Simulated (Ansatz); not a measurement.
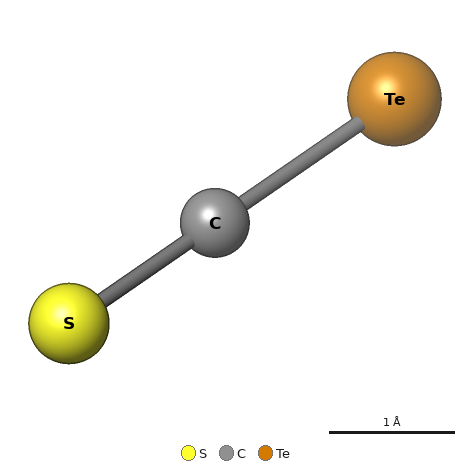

Distant atoms are faded towards the background colour. The geometry was computed by an optimisation with PBE-D4/def2-SVP. No frequency run is at hand to confirm it as a minimum. Masses are those of the most abundant isotopes; constants are for the rigid equilibrium geometry.

Question: Classify the rotor and give the rotational constants (MHz).

Answer: A linear rotor (C∞v) with B = 1528 MHz.
